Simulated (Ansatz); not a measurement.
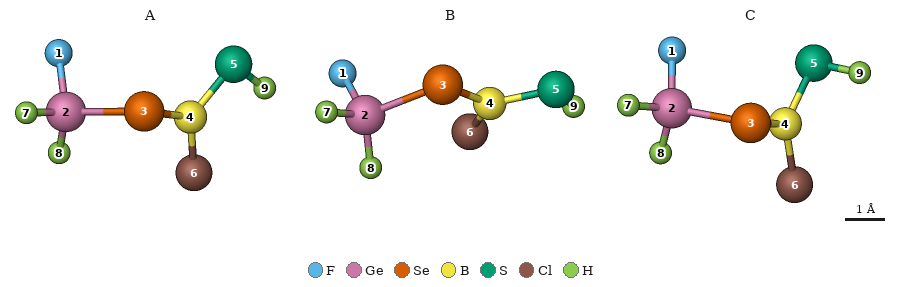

3 geometries from one relaxation of BGeH3SeSClF, in shuffled order. The picture is a ball-and-stick view, seen at a tilt.

The run prepares an end point of a later path (torsion) calculation, from a guessed geometry.

Computed with RKS PBE/def2-SVP (Ansatz). Set-up: no spin polarisation; force threshold 0.015 eV/Å; at most 40 steps.

Question: Put them in the order of the run, from the start to the converged end.

Answer: C, A, B. They are steps 0, 8, 22, at +1.251 eV, +0.197 eV relative to the last. The energy falls by 1.251 eV in 21 accepted moves (22 points after the start). Largest force component: 2.8 eV/Å at the start, 0.0093 eV/Å at the end. The line search rejected the trial step at point 17 of the run. The largest move after the best rigid fit is that of S5, 1.75 Å. Largest moves by element: S 1.75 Å, Cl 1.60 Å, H 1.18 Å, F 1.05 Å, Se 1.04 Å, B 0.56 Å. Some distances before and after: B4–S5 1.926 → 1.809 Å, B4–Cl6 1.890 → 1.772 Å, Se3–B4 1.904 → 1.964 Å, Ge2–H7 1.578 → 1.549 Å. Among the angles between lasting bonds that change: Ge2–Se3–B4 91.7° → 100.3°, H7–Ge2–H8 108.8° → 115.8°, Se3–B4–S5 121.7° → 115.2°. Groups turn about Se3–B4 by about 95°, B4–S5 by about 90°.
